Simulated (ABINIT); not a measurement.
## A GW chain in ABINIT: K2Pt (Fm-3m)

Wanted: ground state, empty states, screening and self-energy for K2Pt (Fm-3m).

Program: ABINIT 10.8.3. Level of theory: PBEsol and many-body steps on it, plane waves. Results are calculated unless marked as measured.

### Step 1. The structure

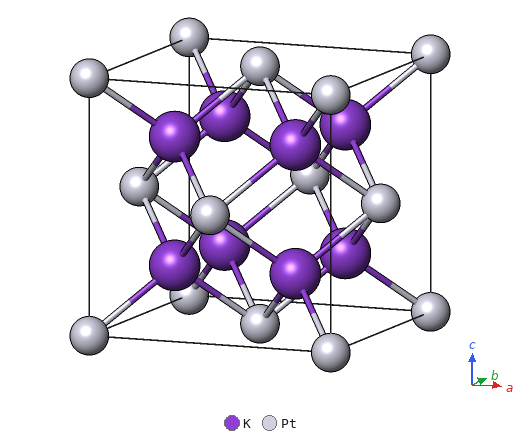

Start, viewed slightly off an axis; potassium purple, platinum light grey. This picture shows the conventional cell, with its axes. Some periodic images of atoms are drawn too.

The cell and positions are those that the Materials Project relaxed with its own functionals (PBE, PBE+U or r2SCAN), kept fixed.

### Step 2. Ground state

This step: ABINIT 10.8.3; DFT, PBEsol with spin-orbit coupling, plane waves, norm-conserving pseudopotentials.

The ground-state density comes first.

The input, run.abi:

```
acell 3*1.0 Angstrom
rprim 
  -0.000000000000 3.781463140000 3.781463140000
  3.781463140000 -0.000000000000 3.781463140000
  3.781463140000 3.781463140000 -0.000000000000
ntypat 2
znucl 19 78
natom 3
typat 1 1 2
xred 
  0.750000000000 0.750000000000 0.750000000000
  0.250000000000 0.250000000000 0.250000000000
  0.000000000000 0.000000000000 0.000000000000
pp_dirpath "pseudos"
pseudos "K.upf, Pt.upf"
ecut 38
nspinor 2
ngkpt 4 4 4
nshiftk 1
shiftk 0 0 0
kptopt 1
chksymbreak 0
nband 46
occopt 1
tolvrs 1e-10
nstep 60
prtwf 0
optforces 0
optstress 0
indata_prefix "in"
outdata_prefix "out"
tmpdata_prefix "tmp"
```

Launch:

```sh
> OMP_NUM_THREADS=1 mpirun -n 4 abinit run.abi > log
```

Numbers of over 12 decimals in the logs are rounded to 6 here.

What it wrote:

```text
.Version 10.8.3 of ABINIT. v10.8.2 released Aug 2026.

 Symmetries : space group Fm -3 m (#225); Bravais cF (face-center cubic)
================================================================================
 Values of the parameters that define the memory need of the present run
     intxc =       0    ionmov =       0      iscf =       7    lmnmax =      26
     lnmax =      26     mgfft =      60  mpssoang =       7    mqgrid =    3001
     natom =       3  nloc_mem =       1    nspden =       1   nspinor =       2
    nsppol =       1      nsym =      48    n1xccc =    2501    ntypat =       2
    occopt =       1   xclevel =       2
-    mband =          46        mffmem =           1         mkmem =           2
       mpw =        8192          nfft =      216000          nkpt =           8
================================================================================
  Rough estimation (10% accuracy) of disk space for files :
================================================================================

--------------------------------------------------------------------------------
------------- Echo of variables that govern the present computation ------------
--------------------------------------------------------------------------------
 -outvars: echo values of preprocessed input variables --------
            acell      1.8897261259E+00  1.8897261259E+00  1.8897261259E+00 Bohr

      chksymbreak           0
             ecut      3.80000000E+01 Hartree
-          fftalg         312

              ixc     -116133
              kpt      0.00000000E+00  0.00000000E+00  0.00000000E+00
                       2.50000000E-01  0.00000000E+00  0.00000000E+00
                       5.00000000E-01  0.00000000E+00  0.00000000E+00
                       2.50000000E-01  2.50000000E-01  0.00000000E+00
                       5.00000000E-01  2.50000000E-01  0.00000000E+00
                      -2.50000000E-01  2.50000000E-01  0.00000000E+00
                       5.00000000E-01  5.00000000E-01  0.00000000E+00
                      -2.50000000E-01  5.00000000E-01  2.50000000E-01
         kptrlatt        4    0    0      0    4    0      0    0    4
          kptrlen      4.04234827E+01
P           mkmem           2
            natom           3
            nband          46
            ngfft          60      60      60
             nkpt           8
          nspinor           2
            nstep          60
             nsym          48
           ntypat           2
              occ      1.000000  1.000000  1.000000  1.000000  1.000000  1.000000
                       1.000000  1.000000  1.000000  1.000000  1.000000  1.000000
                       1.000000  1.000000  1.000000  1.000000  1.000000  1.000000
                       1.000000  1.000000  1.000000  1.000000  1.000000  1.000000
                       1.000000  1.000000  1.000000  1.000000  1.000000  1.000000
                       1.000000  1.000000  1.000000  1.000000  1.000000  1.000000
                       0.000000  0.000000  0.000000  0.000000  0.000000  0.000000
                       0.000000  0.000000  0.000000  0.000000
        optforces           0
        optstress           0
            prtwf           0
            rprim     -0.0000000000E+00  3.7814631400E+00  3.7814631400E+00
                       3.7814631400E+00 -0.0000000000E+00  3.7814631400E+00
                       3.7814631400E+00  3.7814631400E+00 -0.0000000000E+00
          spgroup         225

           tolvrs      1.00000000E-10

             xred      7.5000000000E-01  7.5000000000E-01  7.5000000000E-01
                       2.5000000000E-01  2.5000000000E-01  2.5000000000E-01
[...]
znucl       19.00000   78.00000

================================================================================

 chkinp: Checking input parameters for consistency.

================================================================================
== DATASET  1 ==================================================================
-   mpi_nproc: 4, omp_nthreads: 1 (-1 if OMP is not activated)

--- !DatasetInfo
iteration_state: {dtset: 1, }
dimensions: {natom: 3, nkpt: 8, mband: 46, nsppol: 1, nspinor: 2, nspden: 1, mpw: 8192, }
cutoff_energies: {ecut:  38.0, pawecutdg:  -1.0, }
electrons: {nelect:   3.60000000E+01, charge:   0.00000000E+00, occopt:   1.00000000E+00, tsmear:   1.00000000E-02, }

 Real(R)+Recip(G) space primitive vectors, cartesian coordinates (Bohr,Bohr^-1):
 R(1)=  0.0000000  7.1459297  7.1459297  G(1)= -0.0699699  0.0699699  0.0699699
 R(2)=  7.1459297  0.0000000  7.1459297  G(2)=  0.0699699 -0.0699699  0.0699699
 R(3)=  7.1459297  7.1459297  0.0000000  G(3)=  0.0699699  0.0699699 -0.0699699
 Unit cell volume ucvol=  7.2980395E+02 bohr^3
 Angles (23,13,12)=  6.00000000E+01  6.00000000E+01  6.00000000E+01 degrees

 getcut: wavevector=  0.0000  0.0000  0.0000  ngfft=  60  60  60
         ecut(hartree)=     38.000   => boxcut(ratio)=   2.13954

--- Pseudopotential description ------------------------------------------------
- K Generated using ONCVPSP code by D. R. Hamann
- 19.00000   9.00000  180509                  znucl, zion, pspdat
12 -116133 2 -1 2250                          pspcod,pspxc,lmax,lloc,mmax
     nproj     2     3     2     0
     spin-orbit psp
        nprojso     3     4     0
  pspatm : epsatm=    8.32943233
         --- l  ekb(1:nproj) -->
[...]
1    4.430824    0.560155    0.000047
[...]
spin-orbit 1    0.035130   -0.028975    0.003418
  spin-orbit 2    0.002518    0.000610   -0.000207   -0.000066
 pspatm: atomic psp has been read  and splines computed

- Pt Generated using ONCVPSP code by D. R. Hamann
- 78.00000  18.00000  180509                  znucl, zion, pspdat
12 -116133 3 -1 1358                          pspcod,pspxc,lmax,lloc,mmax
     nproj     2     4     4     4
     spin-orbit psp
        nprojso     4     4     4
  pspatm : epsatm=   26.53501646
         --- l  ekb(1:nproj) -->
[...]
1    8.292237    1.394318    0.031363    0.000034
             2    2.367289    0.347480    0.006677    0.000051
             3    3.528541    0.380277    0.003389    0.000341
  spin-orbit 1   -1.973037    1.289610    0.048667   -0.000403
  spin-orbit 2    0.140265   -0.093679    0.026381   -0.000361
  spin-orbit 3    0.109762   -0.040165   -0.008358    0.004674
 pspatm: atomic psp has been read  and splines computed

   1.55497972E+03                                ecore*ucvol(ha*bohr**3)
--------------------------------------------------------------------------------

_setup2: Arith. and geom. avg. npw (full set) are    8166.297    8166.278

================================================================================

--- !BeginCycle
iteration_state: {dtset: 1, }
solver: {iscf: 7, nstep: 60, nline: 4, wfoptalg: 0, }
tolerances: {tolvrs: 1.00E-10, }

     iter   Etot(hartree)      deltaE(h)  residm     vres2
 ETOT  1  -190.53189378306    -1.905E+02 1.213E-01 1.452E+02
 ETOT  2  -190.74182841190    -2.099E-01 1.552E-02 3.670E+01
 ETOT  3  -190.74401981184    -2.191E-03 1.275E-02 7.935E-01
 ETOT  4  -190.74410971564    -8.990E-05 4.587E-03 5.384E-02
 ETOT  5  -190.74410136855     8.347E-06 2.521E-03 1.540E-01
 ETOT  6  -190.74410657517    -5.207E-06 2.688E-03 9.660E-02
 ETOT  7  -190.74411440475    -7.830E-06 1.022E-03 4.163E-03
 ETOT  8  -190.74411461926    -2.145E-07 9.660E-04 4.724E-04
 ETOT  9  -190.74411463932    -2.005E-08 2.896E-04 1.209E-04
 ETOT 10  -190.74411464963    -1.032E-08 2.690E-04 5.738E-08
 ETOT 11  -190.74411464964    -6.423E-12 7.441E-05 5.256E-09
 ETOT 12  -190.74411464965    -1.492E-11 7.025E-05 1.168E-08
 ETOT 13  -190.74411464964     1.776E-11 1.923E-05 1.596E-10
 ETOT 14  -190.74411464966    -2.345E-11 4.419E-05 4.972E-11

 At SCF step   14       vres2   =  4.97E-11 < tolvrs=  1.00E-10 =>converged.

--- !ResultsGS
iteration_state: {dtset: 1, }
comment   : Summary of ground state results
lattice_vectors:
- [ -0.0000000,   7.1459297,   7.1459297, ]
- [  7.1459297,  -0.0000000,   7.1459297, ]
- [  7.1459297,   7.1459297,  -0.0000000, ]
lattice_lengths: [  10.10587,   10.10587,   10.10587, ]
lattice_angles: [ 60.000,  60.000,  60.000, ] # degrees, (23, 13, 12)
lattice_volume:   7.2980395E+02
convergence: {deltae: -2.345E-11, res2:  4.972E-11, residm:  4.419E-05, diffor:  0.000E+00, }
etotal    :  -1.90744115E+02
entropy   :   0.00000000E+00
fermie    :   1.23991987E-01
cartesian_stress_tensor: null
pressure_GPa: null
xred      :
- [  7.5000E-01,   7.5000E-01,   7.5000E-01,  K]
- [  2.5000E-01,   2.5000E-01,   2.5000E-01,  K]
- [  0.0000E+00,   0.0000E+00,   0.0000E+00, Pt]
cartesian_forces: null
force_length_stats: {min: null, max: null, mean: null, }

 Integrated electronic density in atomic spheres:
 ------------------------------------------------
 Atom  Sphere_radius  Integrated_density
[...]
2        2.00000          6.92562980
    3        2.00000         14.62667809
================================================================================

 ----iterations are completed or convergence reached----

 Mean square residual over all n,k,spin=   26.473E-08; max=  44.185E-06
 reduced coordinates (array xred) for    3 atoms
       0.750000000000      0.750000000000      0.750000000000
       0.250000000000      0.250000000000      0.250000000000
       0.000000000000      0.000000000000      0.000000000000
 rms dE/dt=  0.0000E+00; max dE/dt=  0.0000E+00; dE/dt below (all hartree)
    1       0.000000000000      0.000000000000      0.000000000000
    2       0.000000000000      0.000000000000      0.000000000000
    3       0.000000000000      0.000000000000      0.000000000000

 cartesian coordinates (angstrom) at end:
    1      5.672195     5.672195     5.672195
    2      1.890732     1.890732     1.890732
    3      0.000000     0.000000     0.000000
 length scales=  1.889726125908  1.889726125908  1.889726125908 bohr
              =  1.000000000000  1.000000000000  1.000000000000 angstroms
 prteigrs : about to open file out_EIG
 Fermi (or HOMO) energy (hartree) =   0.12399   Average Vxc (hartree)=  -0.29350
 Eigenvalues (hartree) for nkpt=   8  k points:
 kpt#   1, nband= 46, wtk=  0.01563, kpt=  0.0000  0.0000  0.0000 (reduced coord)
  -3.38595   -3.38595   -2.11154   -2.11154   -1.56084   -1.56084   -1.56084   -1.56084
  -0.97718   -0.97718   -0.97470   -0.97470   -0.38357   -0.38357   -0.37560   -0.37560
  -0.37407   -0.37407   -0.37407   -0.37407   -0.36565   -0.36565   -0.36565   -0.36565
   0.02532    0.02532    0.07635    0.07635    0.07635    0.07635    0.11929    0.11929
   0.11929    0.11929    0.12248    0.12248    0.22362    0.22362    0.24366    0.24366
   0.24366    0.24366    0.31132    0.31132    0.32640    0.32640
 prteigrs : prtvol=0 or 1, do not print more k-points.

--- !EnergyTerms
iteration_state     : {dtset: 1, }
comment             : Components of total free energy in Hartree
kinetic             :  5.81720207930375E+01
hartree             :  5.85179319484320E+01
xc                  : -3.63660995117297E+01
Ewald energy        : -1.02311187308168E+02
psp_core            :  2.13068141355624E+00
local_psp           : -1.87092750213477E+02
non_local_psp       :  1.62052882286879E+01
total_energy        : -1.90744114649661E+02
total_energy_eV     : -5.19041177787960E+03
band_energy         : -2.44715121348352E+01

== END DATASET(S) ==============================================================
================================================================================

 -outvars: echo values of variables after computation  --------
           etotal     -1.9074411465E+02
            nband          46
             nkpt           8
          spgroup         225
 [... the other variables as echoed above ...]

 Calculation completed.
```

Wall time 2.8 min (4 MPI ranks of Arm Neoverse V1, shared host); peak memory 0.62 GiB; 11 min of CPU time.

This step gave:

```yaml
total_energy: -5190.4118 eV
gap: 0.9102 eV
k_of_the_valence_top: 0.5, 0.5, 0
k_of_the_conduction_bottom: 0.5, 0, 0
least_direct_gap: 0.9927 eV
```

The gap is indirect, with the least direct gap 0.08 eV higher.

(Part 1 of 3 ends here.)

[Paths, hosts, dates, memory and timing lines, banners, echoed tables and standing remarks are left out of the program output.]

[Logs are printed without paths, hosts, clocks, repeated set-up lines and the standing remarks that a program may print on its own settings, such as how far it seeks lower states.]

[Runs of the session that timed out or met a known fault of the program may be left out.]

[Hosts, paths, dates, database ids (printed as entryN), source tags and the programs' standing remarks are cut or masked in the printed files.]

[G0W0 gaps are taken among the corrected bands and points alone; a level outside them can change the order at an edge.]

[Where Ansatz stands beside ABINIT at settings called matched, ABINIT's density can come from a denser mesh and the files from another edition; pairs whose starting gaps differed by over 0.03 eV were left out, so agreement reads better than it is.]
